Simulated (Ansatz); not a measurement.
# SiNCl+ (doublet): trial inputs and their diagnosis

3 inputs are run for SiNCl+ (doublet) as typed; the log has to tell whether the result can be used and what must change.

The runs use Ansatz 0.2.0, Gaussian basis; the settings change from run to run.

16 further runs of the same task are left out: 6 that didn't finish, 10 set aside as unsound or not needed.

## (1) What is computed

The geometry is a PBE0/def2-TZVP stationary point (not a proven minimum) of the parent state, kept for this charge and spin.

3 atoms, charge 1, spin multiplicity 2.

Atoms are counted from 1 here; the program's logs count them from 0.

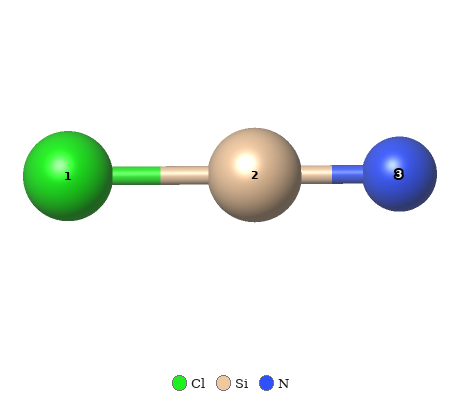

The structure; chlorine green, silicon light orange, nitrogen blue; atoms are numbered from 1 in the order of the file.

## (2) Input 1

Input file in.yaml:

```yaml
crystal:
  periodic: [false, false, false]
  atoms:
    - {symbol: Cl, position_ang: [0.000000, 0.000000, 1.859000]}
    - {symbol: Si, position_ang: [0.000000, 0.000000, -0.150500]}
    - {symbol: N, position_ang: [0.000000, 0.000000, -1.708500]}
basis:
  gaussian: {orbitals: STO-3G}
total_charge: 1
magnetization: {spin_polarized: false, initial_magnetization: 1}
hamiltonian: {pseudopotentials: {relativity: none}}
correlation: {method: bccd_t, electrons: all}
scf: {lower_state_search: off}
nroots: 3
```

Command:

```bash
ansatz run in.yaml --threads 1 --pin off --events-out ev --progress --plain --max-ram 2393MiB
```

What it wrote:

```text
Error: YAML parse error: error: line 14 column 1: unknown field `nroots`, expected one of crystal, accuracy, basis, kpoints, hamiltonian, magnetization, projection, total_charge, correlation, batch, efield, external_charges, scf, relax, neb, saddle, md, ramp, phonons, dielectric, real_time, elastic, magnetic_configurations, gw, evaluate, workflow, output, checkpoint, execution
  --> <input>:14:1
   |
12 | correlation: {method: bccd_t, electrons: all}
13 | scf: {lower_state_search: off}
14 | nroots: 3
   | ^ unknown field `nroots`, expected one of crystal, accuracy, basis, kpoints, hamiltonian, magnetization, projection, total_charge, correlation, batch, efield, external_charges, scf, relax, neb, saddle, md, ramp, phonons, dielectric, real_time, elastic, magnetic_configurations, gw, evaluate, workflow, output, checkpoint, execution
```

Wall time 0.03 s (1 thread of Intel Xeon at 2.50GHz, shared host).

**Diagnosis.** The run was refused. The input holds a key that the program doesn't read here. Cure: remove it or spell it as the reference does.

## (3) Input 2

Input file in.yaml:

```yaml
crystal:
  periodic: [false, false, false]
  atoms:
    - {symbol: Cl, position_ang: [0.000000, 0.000000, 3.512952]}
    - {symbol: Si, position_ang: [0.000000, 0.000000, -0.284400]}
    - {symbol: N, position_ang: [0.000000, 0.000000, -3.228552]}
basis:
  gaussian: {orbitals: STO-3G}
total_charge: 1
magnetization: {spin_polarized: false, initial_magnetization: 1}
correlation: {active_space: {ras: {orbitals: [7, 1, 4], electrons: 15, max_holes: 3, max_particles: 3}, fixed_orbitals: true}}
output: {forces: true}
```

The command is unchanged.

What it wrote, shortened:

```text
Functional definition: HF
  name "HF"
  cite "Fock, Z. Phys. 61, 126 (1930) doi:10.1007/BF01340294"
  parent pbe
[...]
245 factors; integrals over basis functions are off by at most 2.0e-5 eV
[...]
mean field -21586.17312199 eV, -793.2772305995 hartree, gradient 1.3e-6 eV, S^2 0.750000; 22 other end points of the search recorded, 0 dependent functions left out
reference -21586.17312199 eV, -793.2772305995 hartree; 19, 18 occupied and 4, 5 virtual orbitals, 245 factors
state -21594.88812906 eV, -793.5975012019 hartree
[...]
Total energy: -21594.88812906 eV, -793.5975012019 hartree
Atom 0 at     0.000000     0.000000     3.512952 Å, force    -0.000000    -0.000000     0.019593 eV/Å
Atom 1 at     0.000000     0.000000    -0.284400 Å, force    -0.000000     0.000000    -0.430964 eV/Å
Atom 2 at     0.000000     0.000000    -3.228552 Å, force     0.000000     0.000000     0.411370 eV/Å
Dipole moment:    -0.000000     0.000000    -1.235889 e Å
```

Wall time 12 s (1 thread of Intel Xeon at 2.50GHz, shared host).

What is wrong: The run converged, which proves nothing about the input. The coordinates are scaled by the bohr-ångström factor. The shortest distance is 2.94 Å, against 1.56 Å in the geometry of step 1. Its energy belongs to another geometry. Fix: restore the coordinates in ångström.

## (4) Input 3

Input file in.yaml:

```yaml
crystal:
  periodic: [false, false, false]
  atoms:
    - {symbol: Cl, position_ang: [0.000000, 0.000000, 1.859000]}
    - {symbol: Si, position_ang: [0.000000, 0.000000, -0.150500]}
    - {symbol: N, position_ang: [0.000000, 0.000000, -1.708500]}
basis:
  gaussian: {orbitals: aug-cc-pVTZ}
total_charge: 1
magnetization: {spin_polarized: false, initial_magnetization: 1}
correlation: {method: fci, electrons: all}
output: {forces: true}
```

The command is unchanged.

What it wrote:

```text
Functional definition: HF
  name "HF"
  cite "Fock, Z. Phys. 61, 126 (1930) doi:10.1007/BF01340294"
  parent pbe
  exchange = exact_x
  correlation = 0
1628 factors; integrals over basis functions are off by at most 2.0e-7 eV
mean field evaluation 1: about -21832.9613 eV, gradient 4.0e1 eV
mean field evaluation 2: about -21833.1808 eV, gradient 4.0e1 eV
mean field evaluation 4: about -21837.3913 eV, gradient 5.5e0 eV
mean field evaluation 8: about -21837.5504 eV, gradient 1.1e0 eV
mean field evaluation 16: about -21837.5653 eV, gradient 4.8e-5 eV
mean field evaluation 32: about -21828.5999 eV, gradient 1.9e-6 eV
mean field evaluation 64: about -21828.5854 eV, gradient 9.2e-1 eV
mean field evaluation 96: about -21837.3859 eV, gradient 3.7e0 eV
mean field -21837.56528877 eV, -802.5157223291 hartree, gradient 2.2e-6 eV, S^2 0.750000; 9 other end points of the search recorded, 0 dependent functions left out
mean field evaluation 128: about -21837.6932 eV, gradient 2.8e-1 eV
mean field evaluation 160: about -21837.6455 eV, gradient 1.9e0 eV
mean field evaluation 192: about -21837.6852 eV, gradient 5.7e-1 eV
Error: SIGTERM received: run cancelled behind 192 evaluations of the mean field
```

It took 79 s on 1 thread of Intel Xeon at 2.50GHz, shared host.

What is wrong: The run was cut at its time limit. The job is too large for the time given. Cure: a smaller basis or space, or a lower level; a longer limit helps only where the log shows it near its end.

## (5) Summary

```
input                   level                  ended                                                     cause    time
    1  BCCD(T) on ROHF/STO-3G                refused  the input holds a key that the program doesn't read here  0.03 s
    2            CISDT/STO-3G              converged    the coordinates are scaled by the bohr-ångström factor    12 s
    3         FCI/aug-cc-pVTZ  cut at its time limit                   the job is too large for the time given    79 s
```

1 refused, 1 converged, 1 cut at its time limit. The input that converges on a wrong geometry or spin is the dangerous one: no error points at it, so geometry and ⟨S²⟩ have to be checked.
